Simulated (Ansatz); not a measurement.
**SiO2 (silicon dioxide molecule): levels of theory compared**

Wanted: a comparison of 6 runs (HF/STO-3G, UHF/STO-3G, BLYP/STO-3G, wB97X/STO-3G, UCCSD(T)/STO-3G, FCI/STO-3G) of SiO2 (silicon dioxide molecule). 

The calculation is run with Ansatz 0.2.0.

37 further runs of the same task are left out: 8 that didn't finish, 29 set aside as unsound or not needed.

### Step 1. The structure to begin with

The species is SiO2 (3 atoms), meant as a singlet with charge 0. SMILES: `O=[Si]=O`. The Si2–O1 distance was set to 1.864 Å, away from the relaxed value.

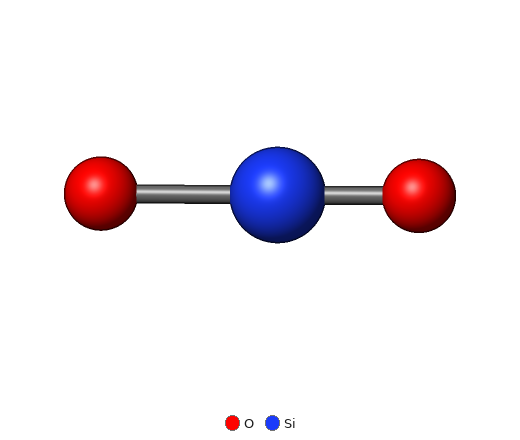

The structure, seen from a chosen angle (oxygen red, silicon blue).

### Step 2. The energy at HF/STO-3G (run 1)

Contents of run.yaml:

```yaml
crystal:
  periodic: [false, false, false]
  atoms:
    - {symbol: O, position_ang: [0.864230, 1.521520, 0.642222]}
    - {symbol: Si, position_ang: [-0.000730, 0.000440, -0.000160]}
    - {symbol: O, position_ang: [-0.690510, -1.217740, -0.513580]}
basis:
  gaussian:
    orbitals: STO-3G
hamiltonian:
  xc: hf
accuracy: high
```

Launch:

```sh
$ ansatz run run.yaml --threads 1 --pin off --max-ram 2610MiB --events-out events.jsonl --progress --plain --runs-dir runs
```

Output:

```text
Warning: RAYON_NUM_THREADS=1 ignored (pool sized by the plan → 1); use --threads N
Functional definition: HF
  name "HF"
  exchange = exact_x
  correlation = 0
320 factors; integrals over basis functions are off by at most 1.5e-8 eV
mean field evaluation 1: about -11775.8255 eV, gradient 4.6e1 eV
mean field evaluation 2: about -11775.8545 eV, gradient 4.6e1 eV
mean field evaluation 4: about -11784.3987 eV, gradient 1.5e1 eV
mean field evaluation 8: about -11785.5071 eV, gradient 1.9e-1 eV
mean field evaluation 16: about -11785.4994 eV, gradient 1.7e-8 eV
mean field -11785.49938025 eV, -433.1091137258 hartree, gradient 1.7e-8 eV, S^2 0.000000; 0 other end points of the search recorded, 0 dependent functions left out
reference -11785.49938025 eV, -433.1091137258 hartree; 15, 15 occupied and 4, 4 virtual orbitals, 320 factors
Total energy: -11785.49938025 eV, -433.1091137258 hartree
```

It took 0.14 s on 1 thread of AMD EPYC 7R43 (Zen 3), shared host.

### Step 3. A single-point energy at UHF/STO-3G (run 2)

Contents of input.yaml:

```yaml
crystal:
  periodic: [false, false, false]
  atoms:
    - symbol: O
      position_ang: [0.864230, 1.521520, 0.642222]
    - symbol: Si
      position_ang: [-0.000730, 0.000440, -0.000160]
    - symbol: O
      position_ang: [-0.690510, -1.217740, -0.513580]
basis:
  gaussian:
    orbitals: STO-3G
magnetization:
  spin_polarized: true
  initial_magnetization: 0
hamiltonian:
  xc: hf
accuracy: high
```

Launch:

```sh
$ ansatz run input.yaml --threads 1 --pin off --max-ram 2610MiB --events-out events.jsonl --progress --plain --runs-dir runs
```

Output, cut to the lines that bear on the results:

```text
Warning: RAYON_NUM_THREADS=1 ignored (pool sized by the plan → 1); use --threads N
[... 2 set-up lines as earlier in the session ...]
[...]
320 factors; integrals over basis functions are off by at most 1.5e-8 eV
[...]
mean field -11785.75338818 eV, -433.1184483449 hartree, gradient 4.5e-8 eV, S^2 0.615339; 9 other end points of the search recorded, 0 dependent functions left out
reference -11785.75338818 eV, -433.1184483449 hartree; 15, 15 occupied and 4, 4 virtual orbitals, 320 factors
Total energy: -11785.75338818 eV, -433.1184483449 hartree
```

It took 2.7 s on 1 thread of AMD EPYC 7R43 (Zen 3), shared host.

Runs 3 to 5 aren't shown in full; the table further down has their settings and results.

### Step 4. A single-point energy at FCI/STO-3G (run 6)

Contents of run.yaml:

```yaml
basis:
  gaussian: {orbitals: STO-3G}
crystal:
  periodic: [false, false, false]
  atoms:
    - {symbol: O, position_ang: [0.864230, 1.521520, 0.642222]}
    - {symbol: Si, position_ang: [-0.000730, 0.000440, -0.000160]}
    - {symbol: O, position_ang: [-0.690510, -1.217740, -0.513580]}
correlation: {method: fci, frozen_orbitals: {O: 1, Si: 5}}
accuracy: high
```

Launch:

```sh
$ ansatz run run.yaml --threads 1 --pin off --max-ram 2610MiB --events-out events.jsonl --progress --plain --runs-dir runs
```

Output, cut to the lines that bear on the results:

```text
Warning: RAYON_NUM_THREADS=1 ignored (pool sized by the plan → 1); use --threads N
[... 2 set-up lines as earlier in the session ...]
[...]
320 factors; integrals over basis functions are off by at most 1.5e-8 eV
[...]
mean field -11785.49938025 eV, -433.1091137258 hartree, gradient 1.7e-8 eV, S^2 0.000000; 3 other end points of the search recorded, 0 dependent functions left out; unrestricted orbitals would lower it
7 core orbitals not correlated: weight in the atoms' cores, before any rotation towards them, 1.000 or more for the frozen orbitals, at most 0.000 for the correlated occupied ones
reference -11785.49938025 eV, -433.1091137258 hartree; 8, 8 occupied and 4, 4 virtual orbitals, 320 factors
state -11791.51841669 eV, -433.3303092353 hartree
Total energy: -11791.51841669 eV, -433.3303092353 hartree
```

Run time: 1.5 s. Hardware: 1 thread of AMD EPYC 7R43 (Zen 3), shared host; peak memory 0.1 GiB.

### Step 5. Overview of the runs

```tsv
run	level	frozen core orbitals	energy (Eh)	wall time
1	HF/STO-3G	–	-433.109114	0.14 s
2	UHF/STO-3G	–	-433.118448	2.7 s
3	BLYP/STO-3G	–	-434.312211	1.1 s
4	wB97X/STO-3G	–	-434.294109	3.9 s
5	UCCSD(T)/STO-3G	7	-433.325147	3.9 s
6	FCI/STO-3G	7	-433.330309	1.5 s
```

### Step 6. Results

```
                                          quantity          value
                               run 6: total energy  -433.33031 Eh
run 6: correlation energy (7 core orbitals frozen)     -221.2 mEh
```

What this shows: Against full CI in this basis: HF +221.2 mEh; UHF +211.9 mEh; UCCSD(T) +5.2 mEh. Totals of different functionals can't be ranked against each other. In runs 1, 2, 3, 4, 5, 6 the basis is minimal, so the values are rough. Spin contamination of the reference: run 2 ⟨S²⟩ = 0.62, run 5 ⟨S²⟩ = 0.62. Where it is this large, the reference is a mixture of spin states, and values that rest on it are in doubt. All runs together took 13 s, the longest 3.9 s.
